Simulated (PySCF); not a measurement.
**sulfanylsilane (SiH₄S): electronic excitations at several levels of theory, part 1 of 2**

How much do the electronic excitations of sulfanylsilane (SiH₄S) (`[SiH3]S`) depend on the level of theory, and what does each level cost?

Programs: PySCF 2.14.0, with density-fitted response routines of our own. Each step states its level of theory. These are calculated values for one molecule in the gas phase, unless marked as measured. Atoms are numbered from 0 throughout.

## Step 1: The starting structure

6 atoms, charge 0, multiplicity 1; geometry from: PBE0-D3(BJ)/def2-SVP.

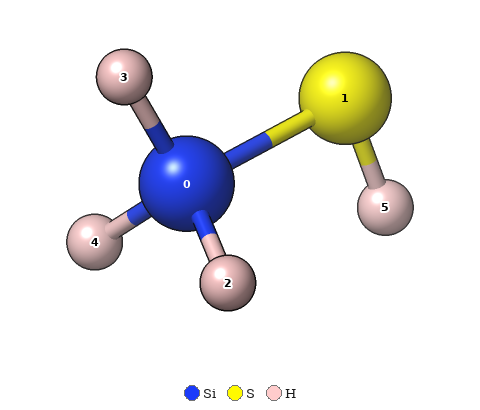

As it starts; silicon blue, sulfur yellow, hydrogen pink, atoms numbered; sticks join atoms by distance.

## Step 2: TDDFT and polarisability: CAM-B3LYP/def2-SVPD

What the job is given:

```
{"job": {"kind": "uv", "xc": "CAM-B3LYP", "basis": "def2-SVPD", "ip": true}, "charge": 0, "multiplicity": 1}
Si    -0.494789    -0.117101     0.001718
S      1.468327     0.731784    -0.193556
H     -0.720892    -0.690945     1.361961
H     -1.428256     1.021715    -0.225762
H     -0.745382    -1.185646    -1.011297
H      2.121227    -0.429046     0.034864
```

With the program's defaults for keys left out, this is: TDDFT CAM-B3LYP/def2-SVPD, vertical, gas phase, core orbitals frozen in the response.

The run is started by

```sh
$ OMP_NUM_THREADS=1 python probes_run.py task.json out
```

One launch serves the whole session: the jobs run in the order shown.

The log of the run:

```text
coarse grid: 5728 points
cycle   1  E = -689.8129037744  dE = -1.605e-01  |g| = 2.187e-01  |ddm| = 2.315e+00
cycle   2  E = -689.8224584724  dE = -9.555e-03  |g| = 1.619e-01  |ddm| = 5.498e-01
cycle   3  E = -689.8309293474  dE = -8.471e-03  |g| = 1.427e-02  |ddm| = 2.654e-01
cycle   4  E = -689.8310159920  dE = -8.664e-05  |g| = 4.266e-03  |ddm| = 4.517e-02
cycle   5  E = -689.8310229148  dE = -6.923e-06  |g| = 8.561e-04  |ddm| = 9.493e-03
final grid: 45160 points
cycle   6  E = -689.9028790908  dE = -1.729e-06  |g| = 4.827e-04  |ddm| = 1.011e-02
cycle   7  E = -689.9028791576  dE = -6.679e-08  |g| = 2.499e-04  |ddm| = 1.396e-03
cycle   8  E = -689.9028791786  dE = -2.098e-08  |g| = 2.919e-05  |ddm| = 3.662e-04
cycle   9  E = -689.9028791791  dE = -4.325e-10  |g| = 8.263e-06  |ddm| = 8.721e-05
converged SCF energy = -689.9028791791

Static polarisability (au): isotropic 50.938, principal 46.204 46.472 60.138

Singlet excitations
state   eV       nm        f      main configurations
  1   5.9753    207.5   0.01284   H->L 0.69, H->L+1 0.20
  2   6.1789    200.7   0.02246   H->L+1 0.54, H->L 0.28
  3   7.3120    169.6   0.00041   H->L+3 0.44, H->L+2 0.39, H->L+5 0.10
  4   7.6129    162.9   0.00097   H->L+3 0.42, H->L+2 0.30, H->L+1 0.14
  5   7.6342    162.4   0.01510   H->L+4 0.83
  6   8.0047    154.9   0.08376   H-1->L 0.88
  7   8.0254    154.5   0.00400   H->L+5 0.56, H->L+2 0.21, H->L+7 0.10
  8   8.1676    151.8   0.01482   H->L+7 0.67, H->L+5 0.18, H->L+3 0.08
  9   8.3694    148.1   0.11764   H->L+6 0.86, H-1->L+1 0.09
 10   8.4996    145.9   0.02469   H-2->L 0.41, H-1->L+1 0.24

Triplet excitations (Tamm-Dancoff, eV): 5.5507 5.7905 7.1156 7.1313
Vertical ionisation energy (delta-SCF) = 9.9381 eV
```

Wall time 6.2 s (1 thread of Arm Neoverse V1, shared host); peak memory 0.36 GiB.

The orbitals next to the gap, with their largest atomic shares:

```csv
orbital,eV,atoms
HOMO−3,-11.72,"Si0 41 %, H2 23 %, H4 22 %"
HOMO−2,-11.40,"Si0 39 %, H3 34 %, S1 14 %"
HOMO−1,-10.74,"S1 62 %, Si0 20 %, H4 6 %"
HOMO,-8.84,"S1 75 %, Si0 12 %, H5 6 %"
LUMO,0.61,"S1 45 %, Si0 23 %, H5 13 %"
LUMO+1,0.90,"Si0 38 %, S1 30 %, H4 10 %"
LUMO+2,1.90,"S1 51 %, Si0 21 %, H3 12 %"
```

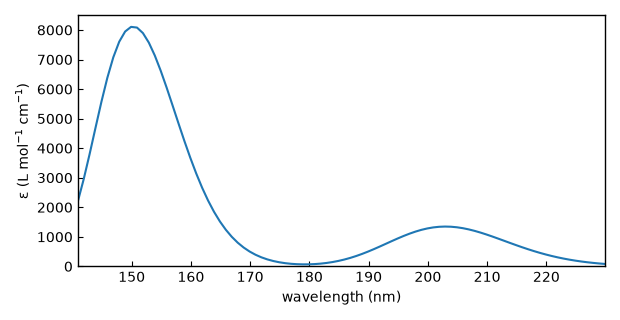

Absorption spectrum: each of the 10 states is a Gaussian band of 0.4 eV half-width at 1/e. Beyond the last state computed it falls off for lack of states.

Ground-state properties from the same run:

| property | computed |
| --- | --- |
| dipole moment (D) | 1.11 |
| polarisability (Å³) | 7.55 |
| HOMO–LUMO gap (eV) | 9.45 |
| −ε(HOMO) (eV) | 8.84 |

## Step 3: TDDFT and polarisability: wB97X-D/def2-SVPD

Settings changed since step 2:

```diff
@@ -1,2 +1,2 @@
-{"job": {"kind": "uv", "xc": "CAM-B3LYP", "basis": "def2-SVPD", "ip": true}, "charge": 0, "multiplicity": 1}
+{"job": {"kind": "uv", "xc": "wB97X-D", "basis": "def2-SVPD", "ip": true}, "charge": 0, "multiplicity": 1}
 Si    -0.494789    -0.117101     0.001718
```

Method: TDDFT wB97X-D/def2-SVPD, vertical, gas phase, core orbitals frozen in the response.

The log of the run:

```text
coarse grid: 5728 points
cycle   1  E = -689.7950358280  dE = -1.822e-01  |g| = 2.276e-01  |ddm| = 2.302e+00
cycle   2  E = -689.8079051165  dE = -1.287e-02  |g| = 1.513e-01  |ddm| = 5.695e-01
cycle   3  E = -689.8150275859  dE = -7.122e-03  |g| = 1.428e-02  |ddm| = 2.452e-01
cycle   4  E = -689.8151309657  dE = -1.034e-04  |g| = 4.448e-03  |ddm| = 6.145e-02
cycle   5  E = -689.8151398973  dE = -8.932e-06  |g| = 9.342e-04  |ddm| = 1.451e-02
final grid: 45160 points
cycle   6  E = -689.8895342284  dE = -2.846e-05  |g| = 3.163e-03  |ddm| = 4.677e-02
cycle   7  E = -689.8895360276  dE = -1.799e-06  |g| = 1.854e-03  |ddm| = 8.420e-03
cycle   8  E = -689.8895369509  dE = -9.234e-07  |g| = 1.856e-04  |ddm| = 3.094e-03
cycle   9  E = -689.8895369724  dE = -2.145e-08  |g| = 6.604e-05  |ddm| = 5.820e-04
cycle  10  E = -689.8895369746  dE = -2.160e-09  |g| = 1.497e-05  |ddm| = 1.548e-04
cycle  11  E = -689.8895369747  dE = -1.157e-10  |g| = 3.063e-06  |ddm| = 3.194e-05
converged SCF energy = -689.8895369747

Static polarisability (au): isotropic 50.715, principal 46.063 46.204 59.877

Singlet excitations
state   eV       nm        f      main configurations
  1   6.1465    201.7   0.01045   H->L 0.46, H->L+1 0.41
  2   6.2559    198.2   0.02579   H->L 0.51, H->L+1 0.34
  3   7.3721    168.2   0.00051   H->L+2 0.89
  4   7.6959    161.1   0.01548   H->L+4 0.85
  5   7.8139    158.7   0.00025   H->L+3 0.73, H->L+1 0.13, H->L+6 0.09
  6   8.1744    151.7   0.10550   H-1->L 0.81, H-1->L+1 0.10
  7   8.2260    150.7   0.00656   H->L+5 0.71
  8   8.3691    148.1   0.01629   H->L+6 0.76, H->L+3 0.11
  9   8.5393    145.2   0.13645   H->L+7 0.52, H-1->L+1 0.27, H-2->L 0.11
 10   8.5769    144.6   0.00450   H-2->L 0.38, H->L+7 0.35

Triplet excitations (Tamm-Dancoff, eV): 5.7768 5.9090 7.2440 7.2806
Vertical ionisation energy (delta-SCF) = 9.9838 eV
```

Run time: 6 s. Hardware: 1 thread of Arm Neoverse V1, shared host; peak memory 0.36 GiB.

In short: HOMO -9.39 eV, LUMO 1.46 eV; lowest singlet 6.15 eV.

## Step 4: TDDFT and polarisability: LC-wPBE/def2-SVPD

Settings changed since step 3:

```diff
@@ -1,2 +1,2 @@
-{"job": {"kind": "uv", "xc": "wB97X-D", "basis": "def2-SVPD", "ip": true}, "charge": 0, "multiplicity": 1}
+{"job": {"kind": "uv", "xc": "LC-wPBE", "basis": "def2-SVPD", "ip": true}, "charge": 0, "multiplicity": 1}
 Si    -0.494789    -0.117101     0.001718
```

Level: TDDFT LC-wPBE/def2-SVPD, vertical, gas phase, core orbitals frozen in the response.

The log of the run:

```text
coarse grid: 5728 points
cycle   1  E = -689.5679870063  dE = -2.031e-01  |g| = 2.444e-01  |ddm| = 2.310e+00
cycle   2  E = -689.5874297805  dE = -1.944e-02  |g| = 1.248e-01  |ddm| = 5.090e-01
cycle   3  E = -689.5923566906  dE = -4.927e-03  |g| = 1.805e-02  |ddm| = 2.209e-01
cycle   4  E = -689.5925424092  dE = -1.857e-04  |g| = 4.764e-03  |ddm| = 7.487e-02
cycle   5  E = -689.5925548185  dE = -1.241e-05  |g| = 1.023e-03  |ddm| = 1.829e-02
cycle   6  E = -689.5925556749  dE = -8.564e-07  |g| = 2.380e-04  |ddm| = 4.336e-03
final grid: 45160 points
cycle   7  E = -689.6873600559  dE = -1.351e-05  |g| = 2.501e-03  |ddm| = 3.199e-02
cycle   8  E = -689.6873613330  dE = -1.277e-06  |g| = 1.210e-03  |ddm| = 5.371e-03
cycle   9  E = -689.6873616697  dE = -3.367e-07  |g| = 1.280e-04  |ddm| = 2.041e-03
cycle  10  E = -689.6873616803  dE = -1.060e-08  |g| = 4.045e-05  |ddm| = 4.300e-04
cycle  11  E = -689.6873616814  dE = -1.106e-09  |g| = 8.325e-06  |ddm| = 1.142e-04
cycle  12  E = -689.6873616815  dE = -5.480e-11  |g| = 1.998e-06  |ddm| = 2.368e-05
converged SCF energy = -689.6873616815

Static polarisability (au): isotropic 49.682, principal 45.073 45.438 58.536

Singlet excitations
state   eV       nm        f      main configurations
  1   6.3403    195.5   0.00003   H->L+1 0.48, H->L+7 0.28, H->L 0.08
  2   6.5986    187.9   0.03699   H->L 0.85
  3   7.7671    159.6   0.00010   H->L+4 0.64, H->L+3 0.16
  4   8.1069    152.9   0.01405   H->L+6 0.78, H-1->L+1 0.08
  5   8.2783    149.8   0.00065   H->L+2 0.34, H->L+7 0.23, H->L+1 0.22
  6   8.5162    145.6   0.09358   H-1->L 0.79
  7   8.6345    143.6   0.00868   H->L+2 0.29, H->L+3 0.25, H->L+4 0.11
  8   8.7715    141.3   0.01638   H->L+7 0.35, H->L+3 0.30, H->L+2 0.21
  9   8.8425    140.2   0.10767   H-2->L 0.29, H-1->L+1 0.24, H->L+6 0.11
 10   8.9764    138.1   0.11228   H->L+5 0.70, H-2->L 0.13

Triplet excitations (Tamm-Dancoff, eV): 5.8347 6.1195 7.3234 7.5015
Vertical ionisation energy (delta-SCF) = 10.0246 eV
```

It took 8.1 s on 1 thread of Arm Neoverse V1, shared host; peak memory 0.36 GiB.

This run: HOMO -10.26 eV, LUMO 1.72 eV; lowest singlet 6.34 eV.

## Step 5: Ultraviolet spectrum: PBE0/6-31G*

Settings changed since step 4:

```diff
@@ -1,2 +1,2 @@
-{"job": {"kind": "uv", "xc": "LC-wPBE", "basis": "def2-SVPD", "ip": true}, "charge": 0, "multiplicity": 1}
+{"job": {"kind": "uv", "xc": "PBE0", "basis": "6-31G*"}, "charge": 0, "multiplicity": 1}
 Si    -0.494789    -0.117101     0.001718
```

Level: TDDFT PBE0/6-31G*, vertical, gas phase, core orbitals frozen in the response.

The log of the run:

```text
coarse grid: 5728 points
cycle   1  E = -689.8116629668  dE = -1.089e-01  |g| = 2.014e-01  |ddm| = 2.025e+00
cycle   2  E = -689.8127179820  dE = -1.055e-03  |g| = 1.994e-01  |ddm| = 6.229e-01
cycle   3  E = -689.8269421499  dE = -1.422e-02  |g| = 1.212e-02  |ddm| = 3.291e-01
cycle   4  E = -689.8269978735  dE = -5.572e-05  |g| = 4.661e-03  |ddm| = 2.772e-02
cycle   5  E = -689.8270060248  dE = -8.151e-06  |g| = 7.945e-04  |ddm| = 7.831e-03
final grid: 45160 points
cycle   6  E = -689.7922019265  dE = -2.729e-06  |g| = 3.207e-03  |ddm| = 1.357e-02
cycle   7  E = -689.7922019300  dE = -3.475e-09  |g| = 3.203e-03  |ddm| = 1.020e-02
cycle   8  E = -689.7922055537  dE = -3.624e-06  |g| = 1.399e-04  |ddm| = 5.132e-03
cycle   9  E = -689.7922055610  dE = -7.301e-09  |g| = 2.226e-05  |ddm| = 2.355e-04
cycle  10  E = -689.7922055612  dE = -1.751e-10  |g| = 5.228e-06  |ddm| = 3.545e-05
converged SCF energy = -689.7922055612

Static polarisability (au): isotropic 38.206, principal 30.834 35.693 48.090

Singlet excitations
state   eV       nm        f      main configurations
  1   6.1066    203.0   0.01629   H->L 0.96
  2   6.5592    189.0   0.00088   H->L+1 0.95
  3   7.6551    162.0   0.00017   H->L+2 0.99
  4   8.0079    154.8   0.01205   H->L+3 0.62, H-1->L 0.36
  5   8.4804    146.2   0.10353   H-1->L 0.37, H-2->L 0.22, H-1->L+1 0.22
  6   8.7122    142.3   0.02548   H-2->L 0.56, H-1->L+1 0.39
  7   8.8999    139.3   0.00253   H-3->L 0.94
  8   9.2834    133.6   0.00230   H->L+4 0.94
  9   9.4610    131.0   0.54030   H-1->L+1 0.25, H-1->L+2 0.23, H-1->L 0.17
 10   9.6255    128.8   0.18104   H-1->L+2 0.58, H-2->L+1 0.12, H-1->L+1 0.08

Triplet excitations (Tamm-Dancoff, eV): 5.6808 5.8957 7.2425 7.4784
```

It took 1.5 s on 1 thread of Arm Neoverse V1, shared host; peak memory 0.36 GiB.

Key values: HOMO -7.43 eV, LUMO 0.13 eV; lowest singlet 6.11 eV.

## Step 6: TDDFT and polarisability: PBE0/def2-SVP

Settings changed since step 5:

```diff
@@ -1,2 +1,2 @@
-{"job": {"kind": "uv", "xc": "PBE0", "basis": "6-31G*"}, "charge": 0, "multiplicity": 1}
+{"job": {"kind": "uv", "xc": "PBE0", "basis": "def2-SVP"}, "charge": 0, "multiplicity": 1}
 Si    -0.494789    -0.117101     0.001718
```

With the program's defaults for keys left out, this is: TDDFT PBE0/def2-SVP, vertical, gas phase, core orbitals frozen in the response.

The log of the run:

```text
coarse grid: 5728 points
cycle   1  E = -689.5349785405  dE = -1.321e-01  |g| = 1.936e-01  |ddm| = 2.119e+00
cycle   2  E = -689.5360171041  dE = -1.039e-03  |g| = 1.885e-01  |ddm| = 5.545e-01
cycle   3  E = -689.5477149092  dE = -1.170e-02  |g| = 1.239e-02  |ddm| = 2.995e-01
cycle   4  E = -689.5477709330  dE = -5.602e-05  |g| = 4.448e-03  |ddm| = 2.594e-02
cycle   5  E = -689.5477784634  dE = -7.530e-06  |g| = 1.008e-03  |ddm| = 7.376e-03
final grid: 45160 points
cycle   6  E = -689.6183614973  dE = -4.424e-06  |g| = 3.187e-03  |ddm| = 1.576e-02
cycle   7  E = -689.6183616615  dE = -1.642e-07  |g| = 3.028e-03  |ddm| = 9.299e-03
cycle   8  E = -689.6183645246  dE = -2.863e-06  |g| = 1.695e-04  |ddm| = 4.678e-03
cycle   9  E = -689.6183645351  dE = -1.052e-08  |g| = 3.066e-05  |ddm| = 2.739e-04
cycle  10  E = -689.6183645355  dE = -3.265e-10  |g| = 7.386e-06  |ddm| = 4.689e-05
converged SCF energy = -689.6183645355

Static polarisability (au): isotropic 40.021, principal 33.083 38.113 48.866

Singlet excitations
state   eV       nm        f      main configurations
  1   6.3587    195.0   0.00827   H->L 0.96
  2   6.5235    190.1   0.00085   H->L+1 0.93
  3   7.4621    166.2   0.00169   H->L+2 0.97
  4   7.8593    157.8   0.01047   H->L+3 0.82, H-1->L 0.12
  5   8.5371    145.2   0.01754   H->L+4 0.97
  6   8.5600    144.8   0.05278   H-1->L 0.57, H-1->L+1 0.36
  7   8.8004    140.9   0.01965   H-2->L 0.61, H-1->L+1 0.27
  8   9.1321    135.8   0.00033   H-3->L 0.94
  9   9.4143    131.7   0.10903   H-1->L+2 0.60, H-2->L 0.13, H-1->L+1 0.10
 10   9.6171    128.9   0.00260   H-1->L+3 0.68, H-3->L+1 0.23

Triplet excitations (Tamm-Dancoff, eV): 5.8650 5.9576 7.2032 7.2503
```

Wall time 1.7 s (1 thread of Arm Neoverse V1, shared host); peak memory 0.36 GiB.

This run: HOMO -7.39 eV, LUMO 0.48 eV; lowest singlet 6.36 eV.

## Step 7: Ultraviolet spectrum: PBE0/def2-TZVP

Settings changed since step 6:

```diff
@@ -1,2 +1,2 @@
-{"job": {"kind": "uv", "xc": "PBE0", "basis": "def2-SVP"}, "charge": 0, "multiplicity": 1}
+{"job": {"kind": "uv", "xc": "PBE0", "basis": "def2-TZVP"}, "charge": 0, "multiplicity": 1}
 Si    -0.494789    -0.117101     0.001718
```

Level: TDDFT PBE0/def2-TZVP, vertical, gas phase, core orbitals frozen in the response.

The log of the run:

```text
coarse grid: 5728 points
cycle   1  E = -689.8486183401  dE = -1.279e-01  |g| = 2.049e-01  |ddm| = 1.690e+00
cycle   2  E = -689.8491100125  dE = -4.917e-04  |g| = 2.017e-01  |ddm| = 3.817e-01
cycle   3  E = -689.8604793425  dE = -1.137e-02  |g| = 2.565e-02  |ddm| = 2.039e-01
cycle   4  E = -689.8606016545  dE = -1.223e-04  |g| = 4.234e-03  |ddm| = 1.886e-02
cycle   5  E = -689.8606056401  dE = -3.986e-06  |g| = 2.438e-03  |ddm| = 5.600e-03
final grid: 45160 points
cycle   6  E = -689.8613081317  dE = -8.816e-06  |g| = 5.223e-03  |ddm| = 1.349e-02
cycle   7  E = -689.8613083163  dE = -1.846e-07  |g| = 4.538e-03  |ddm| = 7.711e-03
cycle   8  E = -689.8613130440  dE = -4.728e-06  |g| = 3.587e-04  |ddm| = 4.110e-03
cycle   9  E = -689.8613130860  dE = -4.201e-08  |g| = 6.040e-05  |ddm| = 3.261e-04
cycle  10  E = -689.8613130871  dE = -1.075e-09  |g| = 1.383e-05  |ddm| = 5.179e-05
cycle  11  E = -689.8613130872  dE = -5.207e-11  |g| = 4.113e-06  |ddm| = 1.301e-05
converged SCF energy = -689.8613130872

Static polarisability (au): isotropic 46.118, principal 39.294 42.607 56.454

Singlet excitations
state   eV       nm        f      main configurations
  1   6.1104    202.9   0.01062   H->L+1 0.78, H->L 0.20
  2   6.1547    201.4   0.01305   H->L 0.79, H->L+1 0.20
  3   7.1346    173.8   0.00001   H->L+2 0.99
  4   7.5584    164.0   0.00607   H->L+3 0.84, H-1->L+1 0.09
  5   8.0581    153.9   0.01131   H->L+4 0.98
  6   8.1414    152.3   0.05737   H-1->L 0.67, H-1->L+1 0.29
  7   8.4428    146.9   0.02517   H-2->L 0.61, H-1->L+1 0.25
  8   8.7845    141.1   0.00065   H-3->L 0.95
  9   8.9980    137.8   0.24800   H-1->L+2 0.36, H-2->L+1 0.23, H-1->L+1 0.12
 10   9.0424    137.1   0.29738   H-2->L+1 0.26, H-2->L 0.24, H-1->L+1 0.18

Triplet excitations (Tamm-Dancoff, eV): 5.5840 5.7046 6.8939 6.9299
```

It took 3.6 s on 1 thread of Arm Neoverse V1, shared host; peak memory 0.38 GiB.

In short: HOMO -7.51 eV, LUMO 0.07 eV; lowest singlet 6.11 eV.

## Step 8: Excited states and response: PBE0/aug-cc-pVDZ

Settings changed since step 7:

```diff
@@ -1,2 +1,2 @@
-{"job": {"kind": "uv", "xc": "PBE0", "basis": "def2-TZVP"}, "charge": 0, "multiplicity": 1}
+{"job": {"kind": "uv", "xc": "PBE0", "basis": "aug-cc-pVDZ"}, "charge": 0, "multiplicity": 1}
 Si    -0.494789    -0.117101     0.001718
```

With the program's defaults for keys left out, this is: TDDFT PBE0/aug-cc-pVDZ, vertical, gas phase, core orbitals frozen in the response.

The log of the run:

```text
coarse grid: 5728 points
cycle   1  E = -689.8184332920  dE = -9.568e-02  |g| = 1.844e-01  |ddm| = 4.228e+00
cycle   2  E = -689.8178318056  dE =  6.015e-04  |g| = 1.919e-01  |ddm| = 9.302e-01
cycle   3  E = -689.8302932241  dE = -1.246e-02  |g| = 1.244e-02  |ddm| = 4.578e-01
cycle   4  E = -689.8303558021  dE = -6.258e-05  |g| = 3.081e-03  |ddm| = 5.004e-02
cycle   5  E = -689.8303595298  dE = -3.728e-06  |g| = 1.163e-03  |ddm| = 9.044e-03
final grid: 45160 points
cycle   6  E = -689.8394839222  dE = -3.587e-06  |g| = 3.080e-03  |ddm| = 5.178e-02
cycle   7  E = -689.8394835773  dE =  3.449e-07  |g| = 3.192e-03  |ddm| = 1.484e-02
cycle   8  E = -689.8394869287  dE = -3.351e-06  |g| = 1.647e-04  |ddm| = 7.650e-03
cycle   9  E = -689.8394869393  dE = -1.065e-08  |g| = 3.191e-05  |ddm| = 3.996e-04
cycle  10  E = -689.8394869397  dE = -3.593e-10  |g| = 8.009e-06  |ddm| = 9.519e-05
converged SCF energy = -689.8394869397

Static polarisability (au): isotropic 51.437, principal 46.272 46.635 61.403

Singlet excitations
state   eV       nm        f      main configurations
  1   5.7704    214.9   0.02015   H->L 0.97
  2   5.9900    207.0   0.01332   H->L+1 0.85
  3   6.9549    178.3   0.00112   H->L+3 0.75, H->L+2 0.20
  4   7.0026    177.1   0.00008   H->L+2 0.67, H->L+3 0.17, H->L+1 0.09
  5   7.2518    171.0   0.00904   H->L+4 0.74, H->L+5 0.18
  6   7.5221    164.8   0.00054   H->L+6 0.58, H->L+7 0.28
  7   7.5635    163.9   0.05217   H->L+5 0.77, H->L+4 0.20
  8   7.6643    161.8   0.01732   H->L+7 0.64, H->L+6 0.28
  9   7.7752    159.5   0.03807   H-1->L 0.95
 10   8.1960    151.3   0.06236   H-1->L+1 0.50, H-2->L 0.30, H-2->L+1 0.09

Triplet excitations (Tamm-Dancoff, eV): 5.4115 5.6002 6.7198 6.7997
```

Wall time 3.2 s (1 thread of Arm Neoverse V1, shared host); peak memory 0.38 GiB.

In short: HOMO -7.50 eV, LUMO -0.42 eV; lowest singlet 5.77 eV.

## Step 9: TDDFT and polarisability: PBE0/aug-cc-pVTZ

Settings changed since step 8:

```diff
@@ -1,2 +1,2 @@
-{"job": {"kind": "uv", "xc": "PBE0", "basis": "aug-cc-pVDZ"}, "charge": 0, "multiplicity": 1}
+{"job": {"kind": "uv", "xc": "PBE0", "basis": "aug-cc-pVTZ"}, "charge": 0, "multiplicity": 1}
 Si    -0.494789    -0.117101     0.001718
```

Method: TDDFT PBE0/aug-cc-pVTZ, vertical, gas phase, core orbitals frozen in the response.

The log of the run:

```text
coarse grid: 5728 points
cycle   1  E = -689.8471155477  dE = -1.201e-01  |g| = 2.025e-01  |ddm| = 4.225e+00
cycle   2  E = -689.8469309889  dE =  1.846e-04  |g| = 2.040e-01  |ddm| = 8.045e-01
cycle   3  E = -689.8591602934  dE = -1.223e-02  |g| = 2.137e-02  |ddm| = 3.495e-01
cycle   4  E = -689.8592783355  dE = -1.180e-04  |g| = 4.086e-03  |ddm| = 4.528e-02
cycle   5  E = -689.8592829888  dE = -4.653e-06  |g| = 1.827e-03  |ddm| = 1.096e-02
final grid: 45160 points
cycle   6  E = -689.8696803795  dE = -1.216e-05  |g| = 4.412e-03  |ddm| = 8.942e-02
cycle   7  E = -689.8696803574  dE =  2.219e-08  |g| = 4.070e-03  |ddm| = 1.271e-02
cycle   8  E = -689.8696848064  dE = -4.449e-06  |g| = 3.134e-04  |ddm| = 6.807e-03
cycle   9  E = -689.8696848403  dE = -3.386e-08  |g| = 7.409e-05  |ddm| = 5.928e-04
cycle  10  E = -689.8696848420  dE = -1.742e-09  |g| = 1.499e-05  |ddm| = 1.506e-04
cycle  11  E = -689.8696848421  dE = -6.389e-11  |g| = 5.118e-06  |ddm| = 2.850e-05
converged SCF energy = -689.8696848421

Static polarisability (au): isotropic 51.875, principal 46.728 47.115 61.781

Singlet excitations
state   eV       nm        f      main configurations
  1   5.7962    213.9   0.01693   H->L 0.95
  2   5.9926    206.9   0.01514   H->L+1 0.81
  3   6.8964    179.8   0.00081   H->L+3 0.91
  4   6.9880    177.4   0.00061   H->L+2 0.77, H->L+1 0.11, H->L+6 0.08
  5   7.1752    172.8   0.01804   H->L+4 0.90
  6   7.4139    167.2   0.00002   H->L+6 0.72, H->L+2 0.11, H->L+7 0.08
  7   7.5291    164.7   0.04610   H->L+5 0.94
  8   7.5956    163.2   0.01973   H->L+7 0.83
  9   7.7433    160.1   0.03409   H-1->L 0.94
 10   8.1497    152.1   0.06504   H-1->L+1 0.52, H-2->L 0.24

Triplet excitations (Tamm-Dancoff, eV): 5.4211 5.5910 6.6836 6.7102
```

Wall time 9.4 s (1 thread of Arm Neoverse V1, shared host); peak memory 0.66 GiB.

In short: HOMO -7.55 eV, LUMO -0.44 eV; lowest singlet 5.80 eV.

(Continued in part 2 of 2.)
